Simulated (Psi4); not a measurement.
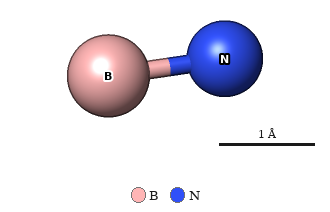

*The input geometry (ball-and-stick view, seen at an oblique angle).*

Bond lengths as drawn: B–N 1.27 Å.

Run report: BN, excited-state calculation

System: BN (boron nitride), multiplicity 3.
Method: TDDFT (BHLYP)/6-311G(2df,2pd), UKS (Psi4 1.11).

The run did not end well. The geometry comes from this level: GFN2-xTB.

The input (input.in):
```python
memory 1600 mb

molecule {
  0 3
  B      0.000000     0.000000     0.000000
  N      0.000000     0.000000     1.268430
  symmetry c1
}

set basis 6-311G(2df,2pd)
set reference uks
set scf_type cd
set save_jk true
set e_convergence 0.0001
set puream true
set damping_percentage 60
set maxiter 100

from psi4.driver.procrouting.response.scf_response import tdscf_excitations
e_tot, wfn = energy("bhhlyp", return_wfn=True)
states = tdscf_excitations(wfn, states=10, tda=False)
print_variables()
```

Run on 1 thread of Intel Xeon @ 2.50GHz (Skylake/Cascade Lake), 192 GiB of memory available, shared host.

Launched with:
```bash
psi4 input.in input.out -n 1
```

The program's output:
```
Psi4 1.11 release

   => Loading Basis Set <=

    Name: 6-311G(2DF,2PD)
    Role: ORBITAL
    Keyword: BASIS

         ---------------------------------------------------------
                                   SCF
                              UKS Reference
                        1 Threads,   1525 MiB Core
         ---------------------------------------------------------

  ==> Geometry <==

    Molecular point group: c1
    Full point group: C_inf_v

    Geometry (in Angstrom), charge = 0, multiplicity = 3:

       Center              X                  Y                   Z               Mass
    ------------   -----------------  -----------------  -----------------  -----------------
         B            0.000000000000     0.000000000000    -0.710125130466    11.009305360000
         N            0.000000000000     0.000000000000     0.558304869534    14.003074004430

  Running in c1 symmetry.

  Rotational constants: A = ************  B =      1.69995  C =      1.69995 [cm^-1]
  Rotational constants: A = ************  B =  50963.10668  C =  50963.10668 [MHz]
  Nuclear repulsion =   14.601674805428758

  Charge       = 0
  Multiplicity = 3
  Electrons    = 12
  Nalpha       = 7
  Nbeta        = 5

  ==> Algorithm <==

  SCF Algorithm Type is CD.
  DIIS enabled.
  MOM disabled.
  Fractional occupation disabled.
  Guess Type is SAD.
  Energy threshold   = 1.00e-04
  Density threshold  = 1.00e-06
  Integral threshold = 1.00e-12

  ==> Primary Basis <==

  Basis Set: 6-311G(2DF,2PD)
    Blend: 6-311G(2DF,2PD)
    Number of shells: 20
    Number of basis functions: 60
    Number of Cartesian functions: 70
    Spherical Harmonics?: true
    Max angular momentum: 3

  ==> DFT Potential <==

   => LibXC <=

    Version 7.1.2

   => Composite Functional: BHANDHLYP <=

    BHandHLYP Hyb-GGA Exchange-Correlation Functional

    Defined through Gaussian implementation.

    Deriv               =              1
    GGA                 =           TRUE
    Meta                =          FALSE

    Exchange Hybrid     =           TRUE
    MP2 Hybrid          =          FALSE

   => Exchange Functionals <=

    0.5000         Becke 88

   => Exact (HF) Exchange <=

    0.5000               HF

   => Correlation Functionals <=

    1.0000   Lee, Yang & Parr

   => LibXC Density Thresholds  <==

    XC_HYB_GGA_XC_BHANDHLYP:  1.00E-15

   => Molecular Quadrature <=

    Radial Scheme          =       TREUTLER
    Pruning Scheme         =           NONE
    Nuclear Scheme         =       TREUTLER

    Blocking Scheme        =         OCTREE
    BS radius alpha        =              1
    Pruning alpha          =              1
    Radial Points          =             75
    Spherical Points       =            302
    Total Points           =          43048
    Total Blocks           =            391
    Max Points             =            256
    Max Functions          =             60
    Weights Tolerance      =       1.00E-15

  ==> Integral Setup <==

  ==> CDJK: Cholesky-decomposed J/K Matrices <==

    J tasked:                     Yes
    K tasked:                     Yes
    wK tasked:                     No
    Integrals threads:              1
    Memory [MiB]:                1071
    Algorithm:                   Core
    Integral Cache:              NONE
    Schwarz Cutoff:             1E-12
    Cholesky tolerance:      1.00E-04
    No. Cholesky vectors:         285

  Cached 100.0% of DFT collocation blocks in 0.071 [GiB].

  Minimum eigenvalue in the overlap matrix is 4.1510396681E-03.
  Reciprocal condition number of the overlap matrix is 1.0963757088E-03.
    Using symmetric orthogonalization.

  ==> Pre-Iterations <==

  SCF Guess: Superposition of Atomic Densities via on-the-fly atomic UHF (no occupation information).

   -------------------------
    Irrep   Nso     Nmo
   -------------------------
     A         60      60
   -------------------------
    Total      60      60
   -------------------------

  ==> Iterations <==

                        Total Energy        Delta E     RMS |[F,P]|

   @UKS iter SAD:   -78.64355623533351   -7.86436e+01   0.00000e+00
   @UKS iter   1:   -79.28703426257839   -6.43478e-01   7.91671e-03 DIIS/ADIIS
   @UKS iter   2:   -79.12275875846159    1.64276e-01   1.19713e-02 DIIS/ADIIS/DAMP=60%
   @UKS iter   3:   -78.55966817848565    5.63091e-01   2.00809e-03 DIIS/ADIIS/DAMP=60%
   @UKS iter   4:   -79.13929249274688   -5.79624e-01   5.28684e-03 DIIS/ADIIS/DAMP=60%
   @UKS iter   5:   -79.13725372455818    2.03877e-03   3.58140e-03 DIIS/ADIIS/DAMP=60%
   @UKS iter   6:   -79.16017476721878   -2.29210e-02   2.50581e-03 DIIS/ADIIS/DAMP=60%
   @UKS iter   7:   -79.28317602572945   -1.23001e-01   2.63180e-03 DIIS/ADIIS/DAMP=60%
   @UKS iter   8:   -79.32052232574834   -3.73463e-02   2.50612e-03 DIIS/ADIIS/DAMP=60%
   @UKS iter   9:   -79.37081222965548   -5.02899e-02   2.73140e-03 DIIS/ADIIS/DAMP=60%
[... 81 lines of further cycles ...]
   @UKS iter  91:   -79.38567658578133   -1.01345e-03   5.59566e-04 DIIS/ADIIS/DAMP=60%
   @UKS iter  92:   -79.38588826423074   -2.11678e-04   5.97162e-04 DIIS/ADIIS/DAMP=60%
   @UKS iter  93:   -79.38806508663410   -2.17682e-03   6.04884e-04 DIIS/ADIIS/DAMP=60%
   @UKS iter  94:   -79.38729056889267    7.74518e-04   6.61180e-04 DIIS/ADIIS/DAMP=60%
   @UKS iter  95:   -79.38706853519237    2.22034e-04   6.17489e-04 DIIS/ADIIS/DAMP=60%
   @UKS iter  96:   -79.38657774674999    4.90788e-04   6.30079e-04 DIIS/ADIIS/DAMP=60%
   @UKS iter  97:   -79.38692809947563   -3.50353e-04   5.89584e-04 DIIS/ADIIS/DAMP=60%
   @UKS iter  98:   -79.38920604169950   -2.27794e-03   4.81567e-04 DIIS/ADIIS/DAMP=60%
   @UKS iter  99:   -79.38845016119431    7.55881e-04   5.87753e-04 DIIS/ADIIS/DAMP=60%
   @UKS iter 100:   -79.38970372293525   -1.25356e-03   5.60604e-04 DIIS/ADIIS/DAMP=60%

PsiException: Could not converge SCF iterations in 100 iterations.

  Failed to converge.

psi4.driver.p4util.exceptions.SCFConvergenceError: Could not converge SCF iterations in 100 iterations.

Printing out the relevant lines from the Psithon --> Python processed input file:
    core.set_global_option("E_CONVERGENCE", 0.0001)
    core.set_global_option("PUREAM", "true")
    core.set_global_option("DAMPING_PERCENTAGE", 60)
    core.set_global_option("MAXITER", 100)
    from psi4.driver.procrouting.response.scf_response import tdscf_excitations
--> e_tot, wfn = energy("bhhlyp", return_wfn=True)
    states = tdscf_excitations(wfn, states=10, tda=False)
    print_variables()

!-------------------------------------------------------!
!                                                       !
!  Could not converge SCF iterations in 100 iterations. !
!                                                       !
!-------------------------------------------------------!

    Psi4 run time: 0:00:19.41
```

Outcome:

| quantity | value |
| --- | --- |
| outcome | not converged |
| wall time | 21 s |
| peak memory | 0.28 GiB |

Settings chosen away from the usual ones: e_convergence set to 0.0001; puream set to true; damping_percentage set to 60. The run did not converge: “Could not converge SCF iterations in 100 iterations.” Its last values are not results.
